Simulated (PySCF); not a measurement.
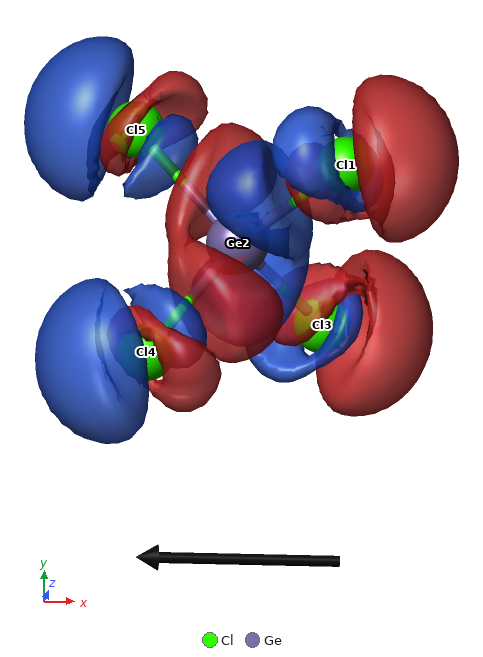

Figure. Cl4Ge, SMILES `Cl[Ge](Cl)(Cl)Cl`. Change of the electron density in a uniform field of 0.41 V/Å along −x (arrow), surfaces at ±0.003 e/Å³ (red: gain, blue: loss).

Method: HF/cc-pVDZ; geometry: GFN2-xTB; program: PySCF. No frequency check shows the geometry to be a minimum. A basis without diffuse functions makes polarisabilities too small. GFN2-xTB bond lengths at metals and heavier atoms can be off by up to 0.1 Å and shapes distorted, which carries into these values.

Input script:

```python
import numpy as np
from pyscf import gto, scf, dft
from pyscf.scf import atom_ks, atom_hf
from scipy.linalg import block_diag

def solve(mol, dm0=None, hcore=None):
    mf = scf.UHF(mol) if mol.spin else scf.RHF(mol)
    mf = mf.density_fit(auxbasis='def2-universal-jkfit')
    mf.conv_tol, mf.max_cycle = 1e-8, 80
    if hcore is not None:
        mf.get_hcore = lambda *args: hcore
    mf.kernel(dm0)
    if not mf.converged:
        mf = mf.newton().run(mf.mo_coeff, mf.mo_occ, max_cycle=30)
    assert mf.converged, 'SCF not converged'
    return mf

mol = gto.M(atom='''
Cl     1.22826     0.67457     1.60045
Ge    -0.00022     0.00027     0.00032
Cl     1.22873    -0.67433    -1.60059
Cl    -1.22801    -1.60119     0.67410
Cl    -1.22857     1.60045    -0.67456
''', basis='cc-pvdz', charge=0, spin=0, verbose=4)
field = np.array([-0.008, -0.0, -0.0])  # atomic units
mol.set_common_orig(mol.atom_charges() @ mol.atom_coords() / mol.atom_charges().sum())
mf = solve(mol)
out = dict(dm0=mf.make_rdm1(), d0=mf.dip_moment(unit='AU'), e0=mf.e_tot)
for name, sign in (('p', 1), ('m', -1)):
    h = mf.get_hcore() + sign * np.einsum('x,xij->ij', field, mol.intor('int1e_r'))
    mi = solve(mol, mf.make_rdm1(), h)
    out.update({'dm' + name: mi.make_rdm1(), 'd' + name: mi.dip_moment(unit='AU'), 'e' + name: mi.e_tot})
# spherically averaged free atoms, for the promolecule
atm = scf.atom_hf.get_atm_nrhf(mol)
pro = block_diag(*[(atm[a[0]][2] * atm[a[0]][3]) @ atm[a[0]][2].T for a in mol._atom])
np.savez('result.npz', pro=pro, **out)
```

Run with:

```sh
OMP_NUM_THREADS=1 python input.py
```

The run took 3.1 s on 1 thread of Intel(R) Xeon(R) 6975P-C (Granite Rapids), on a shared host, peak memory 0.25 GiB.

Partitions, critical points and surface values were worked out afterwards from this run's density.

What dipole is induced, and what polarisability does it imply?

Answer. The induced dipole is 1.17 D (along the field); α along this axis, from the fields in both directions, is 58 bohr³ (8.6 Å³).

Which atoms gain and lose the most charge?

Answer. Electrons gather most on Cl1 and Cl3 alike (Hirshfeld charge changes by −0.026 e) and leave Cl4 and Cl5 alike most (+0.026 e); 0.108 electrons are displaced in all.
